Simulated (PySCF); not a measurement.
**Run report: C3H8OTe, geometry relaxation**

- system: C3H8OTe, SMILES COCC[TeH]
- method: PBE0-D3(BJ)/def2-SVP geometry optimisation, gas phase (PySCF 2.14.0)

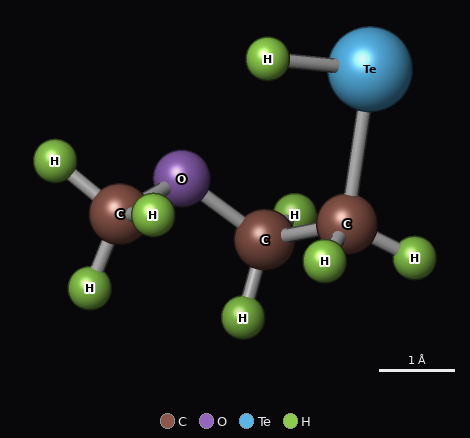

*The input geometry (ball-and-stick view, seen at a tilt).*

## Input
```
{"job": {"xc": "PBE0", "basis": "def2-SVP", "d3": "d3bj", "grid": 1, "maxiter": 30, "shake": 0.01, "kind": "geom"}, "charge": 0, "multiplicity": 1}
C     -1.319970     0.948590     0.266130
O     -0.455470     0.692580    -0.790350
C     -0.082300    -0.656420    -0.887540
C      1.017370    -1.025510     0.149440
Te     2.539690     0.464630     0.183890
H     -2.256850     0.376950     0.169900
H     -0.882170     0.787660     1.244960
H     -1.577910     2.034990     0.174570
H     -0.942270    -1.307650    -0.779120
H      0.357900    -0.760970    -1.871100
H      1.437980    -1.975830    -0.099470
H      0.560020    -1.118970     1.151530
H      1.609790     1.523060     1.076850
```

The first line tells a small driver script what to run in PySCF; the rest is the geometry in Å.

Command:
```bash
OMP_NUM_THREADS=1 python <driver script> task.json out
```

## Log
```
step   0  E = -461.98392673  max force = 0.037120
step   1  E = -461.98990648  max force = 0.004126
step   2  E = -461.99015745  max force = 0.000734
step   3  E = -461.99028820  max force = 0.001297
step   4  E = -461.99045662  max force = 0.001685
step   5  E = -461.99057059  max force = 0.000750
step   6  E = -461.99063180  max force = 0.000518
step   7  E = -461.99072279  max force = 0.001199
step   8  E = -461.99076654  max force = 0.001007
step   9  E = -461.99079369  max force = 0.000610
step  10  E = -461.99081713  max force = 0.000574
step  11  E = -461.99083105  max force = 0.000568
step  12  E = -461.99083407  max force = 0.000213
optimisation converged
```

## Trajectory as extended XYZ (Å, eV, eV/Å), 13 frames, from step=0 to step=12
```
13
Properties=species:S:1:pos:R:3:forces:R:3 step=0 energy=-12571.22297
C    -1.3200    0.9486    0.2661   -0.5184   1.3926  -0.9246
O    -0.4555    0.6926   -0.7903   -0.1771  -0.5725  -0.1007
C    -0.0823   -0.6564   -0.8875    1.4071   0.9047   0.7753
C     1.0174   -1.0255    0.1494   -1.9088   0.7999  -0.0711
Te    2.5397    0.4646    0.1839    0.5136   0.1604   0.2344
H    -2.2569    0.3770    0.1699   -0.1351  -0.1705   0.1322
H    -0.8822    0.7877    1.2450    0.3016  -0.2113   0.6878
H    -1.5779    2.0350    0.1746    0.0439  -0.6115   0.2637
H    -0.9423   -1.3076   -0.7791   -0.6031  -0.5348   0.0188
H     0.3579   -0.7610   -1.8711    0.0462  -0.2148  -0.6588
H     1.4380   -1.9758   -0.0995    0.6556  -0.9546  -0.2200
H     0.5600   -1.1190    1.1515    0.3199   0.0422  -0.0538
H     1.6098    1.5231    1.0769    0.0544  -0.0298  -0.0831
13
Properties=species:S:1:pos:R:3:forces:R:3 step=1 energy=-12571.38568
C    -1.3825    0.9431    0.2442    0.1124  -0.0761   0.1501
O    -0.5180    0.6902   -0.8212   -0.0553   0.0792   0.0925
C    -0.0478   -0.6210   -0.8866   -0.1009  -0.1170  -0.0336
C     0.9840   -0.9875    0.1713   -0.0368  -0.1318  -0.0812
Te    2.6649    0.3757    0.2847    0.0013  -0.0233   0.0172
H    -2.2630    0.2734    0.2252   -0.0375  -0.0717   0.0035
H    -0.8944    0.8318    1.2380   -0.0562   0.0397  -0.1525
H    -1.7430    1.9757    0.1569    0.0440   0.0736  -0.0373
H    -0.9076   -1.3317   -0.7985    0.2122   0.0573  -0.0684
H     0.3914   -0.7388   -1.8908   -0.0273  -0.0126   0.0570
H     1.4279   -1.9754   -0.0517   -0.0824   0.1654   0.0287
H     0.5474   -1.0497    1.1767    0.0226  -0.0002   0.0528
H     1.7449    1.5959    0.9423    0.0040   0.0175  -0.0289
13
Properties=species:S:1:pos:R:3:forces:R:3 step=2 energy=-12571.39251
C    -1.3737    0.9381    0.2534    0.0003   0.0165   0.0249
O    -0.5216    0.6889   -0.8208   -0.0300  -0.0296  -0.0237
C    -0.0460   -0.6209   -0.8949   -0.0101   0.0049   0.0374
C     0.9683   -0.9873    0.1757   -0.0146  -0.0287   0.0042
Te    2.6532    0.3695    0.3034    0.0218  -0.0167   0.0177
H    -2.2492    0.2580    0.2529    0.0092  -0.0020   0.0013
H    -0.8703    0.8434    1.2359   -0.0057   0.0100  -0.0115
H    -1.7361    1.9713    0.1574   -0.0026  -0.0048   0.0034
H    -0.8920   -1.3409   -0.8270    0.0192   0.0016  -0.0377
H     0.4071   -0.7317   -1.8918    0.0068   0.0243   0.0068
H     1.4118   -1.9709   -0.0418   -0.0047   0.0086   0.0037
H     0.5233   -1.0492    1.1787    0.0142   0.0066   0.0004
H     1.7295    1.6132    0.9093   -0.0038   0.0094  -0.0268
13
Properties=species:S:1:pos:R:3:forces:R:3 step=3 energy=-12571.39607
C    -1.3735    0.9342    0.2612   -0.0330   0.0231  -0.0368
O    -0.5288    0.6899   -0.8199    0.0100  -0.0406  -0.0313
C    -0.0406   -0.6153   -0.8990    0.0321   0.0484   0.0404
C     0.9567   -0.9892    0.1844   -0.0142   0.0552   0.0282
Te    2.6560    0.3496    0.3287    0.0114  -0.0129   0.0143
H    -2.2348    0.2354    0.2796    0.0143   0.0219  -0.0003
H    -0.8570    0.8634    1.2364    0.0246  -0.0050   0.0524
H    -1.7549    1.9602    0.1564   -0.0182  -0.0282   0.0065
H    -0.8782   -1.3428   -0.8597   -0.0667  -0.0453  -0.0022
H     0.4304   -0.7108   -1.8882    0.0286   0.0301  -0.0155
H     1.3965   -1.9732   -0.0270    0.0159  -0.0628  -0.0213
H     0.5007   -1.0482    1.1829    0.0038   0.0105  -0.0109
H     1.7316    1.6284    0.8549   -0.0085   0.0055  -0.0234
13
Properties=species:S:1:pos:R:3:forces:R:3 step=4 energy=-12571.40065
C    -1.3716    0.9246    0.2742   -0.0433   0.0193  -0.0579
O    -0.5327    0.6947   -0.8152    0.0186  -0.0094  -0.0105
C    -0.0283   -0.6032   -0.9036    0.0334   0.0377   0.0007
C     0.9368   -0.9897    0.2016    0.0275   0.0547   0.0459
Te    2.6583    0.3174    0.3730    0.0074   0.0072   0.0177
H    -2.2080    0.1972    0.3131    0.0074   0.0243  -0.0021
H    -0.8404    0.8855    1.2427    0.0295  -0.0086   0.0591
H    -1.7887    1.9356    0.1609   -0.0216  -0.0262   0.0058
H    -0.8580   -1.3405   -0.9093   -0.0867  -0.0461   0.0202
H     0.4759   -0.6722   -1.8784    0.0234   0.0202  -0.0191
H     1.3671   -1.9798    0.0006    0.0118  -0.0756  -0.0245
H     0.4585   -1.0391    1.1900   -0.0018   0.0038  -0.0142
H     1.7351    1.6511    0.7411   -0.0056  -0.0014  -0.0212
13
Properties=species:S:1:pos:R:3:forces:R:3 step=5 energy=-12571.40375
C    -1.3808    0.9162    0.2830   -0.0261  -0.0004  -0.0386
O    -0.5313    0.7032   -0.8023    0.0341   0.0096   0.0159
C    -0.0148   -0.5896   -0.9003    0.0049   0.0087  -0.0210
C     0.9290   -0.9903    0.2185    0.0362   0.0336   0.0254
Te    2.6698    0.2900    0.4080    0.0003   0.0028   0.0164
H    -2.1987    0.1685    0.3205    0.0014   0.0116  -0.0019
H    -0.8529    0.8940    1.2549    0.0147  -0.0060   0.0267
H    -1.8252    1.9145    0.1643   -0.0096  -0.0122   0.0011
H    -0.8414   -1.3320   -0.9385   -0.0384  -0.0156   0.0270
H     0.5134   -0.6360   -1.8643    0.0021   0.0029  -0.0116
H     1.3460   -1.9884    0.0222   -0.0025  -0.0337  -0.0186
H     0.4344   -1.0310    1.1988   -0.0034  -0.0004  -0.0045
H     1.7566    1.6624    0.6255   -0.0137  -0.0010  -0.0164
13
Properties=species:S:1:pos:R:3:forces:R:3 step=6 energy=-12571.40542
C    -1.3894    0.9091    0.2885   -0.0066  -0.0094  -0.0035
O    -0.5211    0.7127   -0.7855    0.0203   0.0237   0.0223
C    -0.0022   -0.5786   -0.8932   -0.0140  -0.0125  -0.0248
C     0.9292   -0.9904    0.2326    0.0266  -0.0178   0.0010
Te    2.6774    0.2766    0.4335    0.0006   0.0167   0.0182
H    -2.1992    0.1527    0.3077   -0.0024  -0.0043  -0.0013
H    -0.8755    0.8851    1.2692   -0.0040  -0.0007  -0.0089
H    -1.8456    1.9017    0.1704    0.0030   0.0057  -0.0023
H    -0.8303   -1.3208   -0.9480    0.0110   0.0152   0.0203
H     0.5380   -0.6112   -1.8515   -0.0134  -0.0162  -0.0019
H     1.3348   -1.9949    0.0381   -0.0115   0.0125  -0.0071
H     0.4235   -1.0240    1.2074   -0.0025  -0.0087   0.0030
H     1.7644    1.6637    0.5214   -0.0070  -0.0042  -0.0151
13
Properties=species:S:1:pos:R:3:forces:R:3 step=7 energy=-12571.40790
C    -1.4050    0.8987    0.2951    0.0131  -0.0161   0.0377
O    -0.5008    0.7275   -0.7538   -0.0022   0.0223   0.0072
C     0.0183   -0.5630   -0.8773   -0.0216  -0.0168  -0.0063
C     0.9352   -0.9911    0.2556   -0.0022  -0.0616  -0.0186
Te    2.6843    0.2721    0.4756   -0.0029   0.0131   0.0117
H    -2.2083    0.1359    0.2742   -0.0040  -0.0173  -0.0012
H    -0.9224    0.8609    1.2923   -0.0176   0.0043  -0.0424
H    -1.8683    1.8881    0.1797    0.0162   0.0204  -0.0038
H    -0.8123   -1.3027   -0.9513    0.0555   0.0423   0.0072
H     0.5709   -0.5790   -1.8295   -0.0266  -0.0341   0.0046
H     1.3279   -2.0018    0.0608   -0.0087   0.0589   0.0015
H     0.4141   -1.0192    1.2223    0.0009  -0.0179   0.0131
H     1.7704    1.6550    0.3467    0.0002   0.0024  -0.0107
13
Properties=species:S:1:pos:R:3:forces:R:3 step=8 energy=-12571.40909
C    -1.4099    0.8957    0.2970    0.0142  -0.0101   0.0404
O    -0.4897    0.7324   -0.7393   -0.0138   0.0071  -0.0132
C     0.0261   -0.5593   -0.8679   -0.0107  -0.0063   0.0089
C     0.9405   -0.9927    0.2658   -0.0219  -0.0461  -0.0134
Te    2.6803    0.2826    0.4947   -0.0045   0.0113   0.0066
H    -2.2157    0.1366    0.2541   -0.0031  -0.0130  -0.0013
H    -0.9431    0.8442    1.3007   -0.0142   0.0047  -0.0355
H    -1.8666    1.8887    0.1855    0.0144   0.0168  -0.0022
H    -0.8060   -1.2959   -0.9438    0.0434   0.0330   0.0000
H     0.5784   -0.5740   -1.8202   -0.0188  -0.0314   0.0062
H     1.3336   -2.0021    0.0676    0.0027   0.0518  -0.0016
H     0.4147   -1.0243    1.2299    0.0033  -0.0188   0.0081
H     1.7615    1.6495    0.2663    0.0089   0.0009  -0.0031
13
Properties=species:S:1:pos:R:3:forces:R:3 step=9 energy=-12571.40983
C    -1.4043    0.9004    0.2938    0.0058  -0.0002   0.0192
O    -0.4859    0.7273   -0.7423   -0.0135  -0.0122  -0.0284
C     0.0227   -0.5681   -0.8648    0.0104   0.0115   0.0181
C     0.9467   -0.9967    0.2631   -0.0314   0.0110   0.0047
Te    2.6692    0.3036    0.4941   -0.0051  -0.0071   0.0038
H    -2.2227    0.1548    0.2459   -0.0010  -0.0006  -0.0006
H    -0.9393    0.8357    1.2965   -0.0023   0.0012  -0.0050
H    -1.8414    1.9029    0.1872    0.0030   0.0026   0.0001
H    -0.8118   -1.3009   -0.9249   -0.0006   0.0028  -0.0031
H     0.5625   -0.5967   -1.8236    0.0014  -0.0115   0.0050
H     1.3519   -1.9983    0.0572    0.0200   0.0142  -0.0081
H     0.4261   -1.0410    1.2298    0.0030  -0.0132  -0.0007
H     1.7303    1.6586    0.2785    0.0102   0.0015  -0.0051
13
Properties=species:S:1:pos:R:3:forces:R:3 step=10 energy=-12571.41046
C    -1.4035    0.9000    0.2935    0.0015   0.0103  -0.0038
O    -0.4880    0.7244   -0.7450   -0.0048  -0.0176  -0.0292
C     0.0237   -0.5702   -0.8624    0.0136   0.0193   0.0197
C     0.9450   -0.9960    0.2684   -0.0184   0.0295   0.0190
Te    2.6592    0.3138    0.5126   -0.0001  -0.0119   0.0017
H    -2.2232    0.1554    0.2487    0.0010   0.0071  -0.0011
H    -0.9357    0.8360    1.2943    0.0072  -0.0025   0.0144
H    -1.8375    1.9040    0.1867   -0.0047  -0.0075   0.0012
H    -0.8083   -1.3044   -0.9228   -0.0260  -0.0156  -0.0014
H     0.5652   -0.6025   -1.8198    0.0097   0.0037  -0.0010
H     1.3600   -1.9918    0.0583    0.0199  -0.0146  -0.0102
H     0.4210   -1.0500    1.2329    0.0017  -0.0073  -0.0059
H     1.7262    1.6628    0.2450   -0.0006   0.0071  -0.0034
13
Properties=species:S:1:pos:R:3:forces:R:3 step=11 energy=-12571.41084
C    -1.3973    0.9017    0.2921   -0.0003   0.0090  -0.0149
O    -0.4933    0.7171   -0.7553   -0.0019  -0.0108  -0.0144
C     0.0228   -0.5763   -0.8621    0.0106   0.0130   0.0049
C     0.9407   -0.9954    0.2735    0.0030   0.0213   0.0177
Te    2.6417    0.3283    0.5339   -0.0018   0.0060  -0.0008
H    -2.2180    0.1574    0.2621    0.0006   0.0081  -0.0002
H    -0.9180    0.8454    1.2876    0.0089  -0.0026   0.0184
H    -1.8311    1.9054    0.1821   -0.0074  -0.0094  -0.0003
H    -0.8061   -1.3139   -0.9227   -0.0292  -0.0141   0.0031
H     0.5681   -0.6126   -1.8172    0.0120   0.0082  -0.0023
H     1.3709   -1.9837    0.0591    0.0067  -0.0237  -0.0061
H     0.4123   -1.0623    1.2347   -0.0019  -0.0011  -0.0051
H     1.7115    1.6706    0.2228    0.0007  -0.0039   0.0000
13
Properties=species:S:1:pos:R:3:forces:R:3 step=12 energy=-12571.41092
C    -1.3931    0.9025    0.2905    0.0016   0.0035  -0.0089
O    -0.4960    0.7125   -0.7620   -0.0011  -0.0013  -0.0016
C     0.0235   -0.5799   -0.8620    0.0033   0.0019  -0.0027
C     0.9380   -0.9950    0.2782    0.0101   0.0051   0.0061
Te    2.6303    0.3382    0.5487    0.0020  -0.0020   0.0009
H    -2.2123    0.1565    0.2716    0.0001   0.0027  -0.0002
H    -0.9062    0.8545    1.2831    0.0035  -0.0004   0.0069
H    -1.8308    1.9040    0.1764   -0.0041  -0.0040  -0.0015
H    -0.8043   -1.3196   -0.9241   -0.0110  -0.0045   0.0033
H     0.5735   -0.6169   -1.8145    0.0054   0.0039   0.0000
H     1.3756   -1.9803    0.0628   -0.0024  -0.0109  -0.0002
H     0.4048   -1.0677    1.2362   -0.0015   0.0016  -0.0009
H     1.7011    1.6727    0.2056   -0.0058   0.0044  -0.0012
```

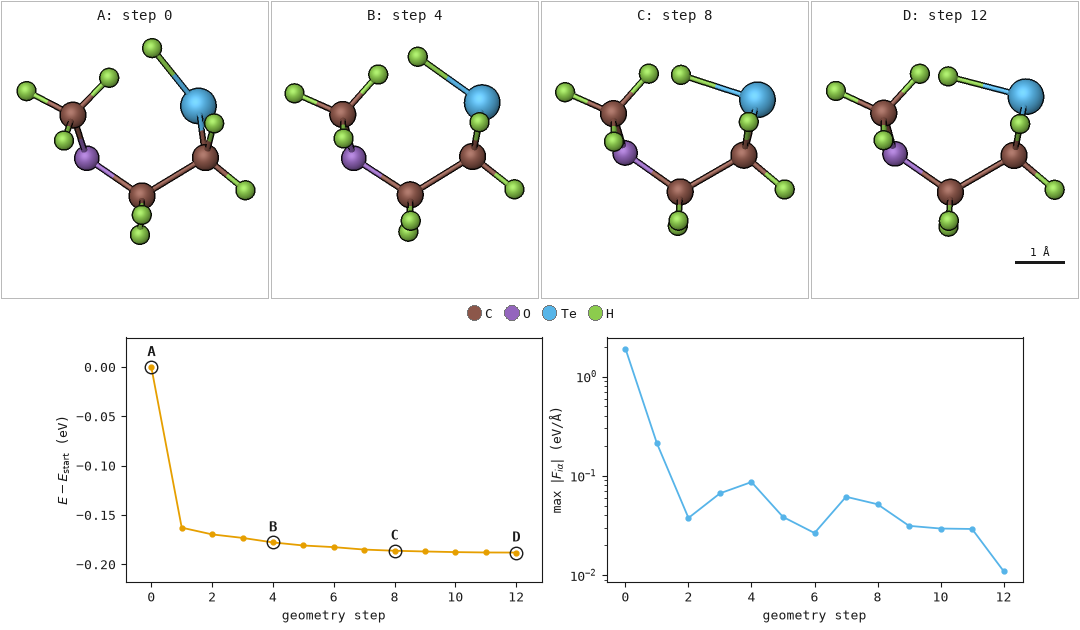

*Frames of the relaxation (ball-and-stick view, seen at a tilt) above the curves, on which the letters mark them (steps are counted from 0).*

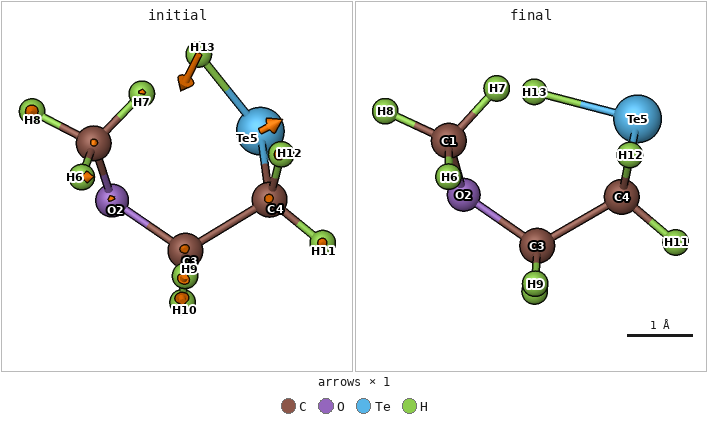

*Before (left) and after (right) the relaxation, at one scale (ball-and-stick view, seen at a tilt). The orange arrows give the displacements, at true length.*

The energy falls by 0.188 eV in 12 geometry steps. Largest force component: 1.9 eV/Å at the start, 0.011 eV/Å at the end. H13 moves most after the best rigid fit: 0.81 Å. Largest moves by element: H 0.81 Å, Te 0.45 Å, C 0.15 Å, O 0.10 Å. Among the contacts that change: C4–Te5 2.131 → 2.171 Å, C3–C4 1.556 → 1.519 Å, C4–H11 1.069 → 1.099 Å, C1–H7 1.084 → 1.107 Å. Among the angles that change: Te5–C4–H11 110.2° → 105.3°, O2–C3–C4 111.7° → 115.0°, H9–C3–H10 110.8° → 107.5°. (Atoms are counted from 1 in the order of the input.)

## Key numbers

| quantity | value |
| --- | --- |
| outcome | converged |
| total energy | −461.990834 hartree |
| dipole moment | 2.04 D |
| point group | C1 |
| hardware | 1 CPU thread, shared host |
| wall time | 71 s |
| peak memory | 0.53 GiB |
